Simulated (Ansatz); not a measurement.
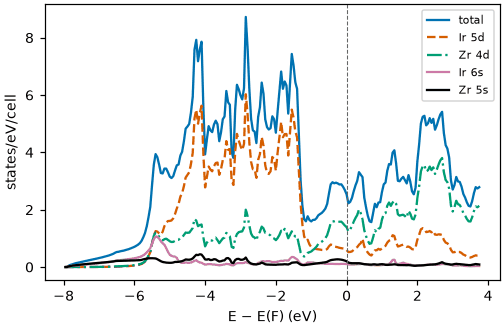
Figure. Total and projected density of states of ZrIr in space group Cmcm (No. 63; Zr on 4c, Ir on 4c), the program Ansatz at the LDA level (PAW)

Problem. Which orbitals carry the states next to the Fermi level?

Solution. Within 0.5 eV of the Fermi level: Zr 4d 56 %, Ir 5d 25 %, Zr 5s 7 %, outside the projected shells 7 %. Projections are on Löwdin-orthogonalised atomic valence shells; empty p or d shells of many metals are not among them.

Problem. Where is the tallest occupied peak in this window, and what makes it?

Solution. Near -2.8 eV, about 8.7 states/eV per cell; the largest projected share is Ir 5d.

The start of the workflow was typed in or built on a structure type; the Crystallography Open Database copy checked does not list it. COD files the formula under space group No. 221. Its standing as an ambient phase is unchecked. The cell was relaxed with LDA under the symmetry of its start; whether a distortion lowers the energy is not shown. The run is not spin-polarised. Scalar-relativistic: spin–orbit coupling is off unless named, which matters more the heavier the elements.

Potentials: the later of the program's two PAW sets.
